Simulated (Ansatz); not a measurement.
# A computed series for AlCu: response to strain

Consider AlCu (space group C2/m, No. 12).

```
CELL_PARAMETERS angstrom
      5.97605    -2.03048     0.00000
      5.97605     2.03048     0.00000
     -3.90277     0.00000     5.60677
ATOMIC_POSITIONS crystal
  Cu 0.00000 0.00000 0.00000
  Cu 0.25813 0.25813 0.23902
  Cu 0.74187 0.74187 0.76098
  Cu 0.10932 0.10932 0.77239
  Cu 0.89068 0.89068 0.22761
  Al 0.50000 0.50000 0.50000
  Al 0.15535 0.15535 0.45983
  Al 0.84465 0.84465 0.54017
  Al 0.37751 0.37751 0.99422
  Al 0.62249 0.62249 0.00578
```

Cartesian axes are those of the cell as printed.

Strains are applied to the cell and any free atomic positions relax; under biaxial strain the out-of-plane vector relaxes too.

Computed with PBEsol (Ansatz, a quantum-chemistry and plane-wave program; PAW; 420 eV plane waves; no spin-orbit coupling).

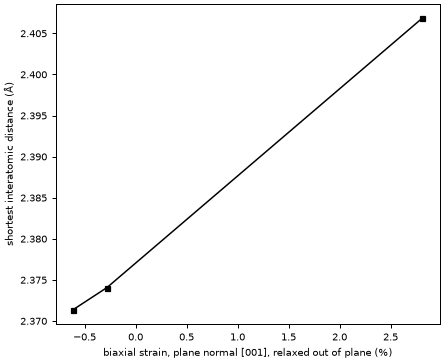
Shortest interatomic distance against biaxial strain, plane normal [001], relaxed out of plane

Question: From the plot, what is the shortest interatomic distance for biaxial strain −0.28 %, plane normal [001], relaxed out of plane?

Answer: About 2.374 Å.

Question: Is the trend monotonic over the range shown?

Answer: Yes, it rises throughout, spanning 2.371 Å to 2.407 Å.

Without a gap, meshes like the base's 12×12×9 leave anisotropic stresses uncertain by several tenths of a GPa, and small strain energies with them. Stability against distortions was not tested. All final runs are without spin polarisation.
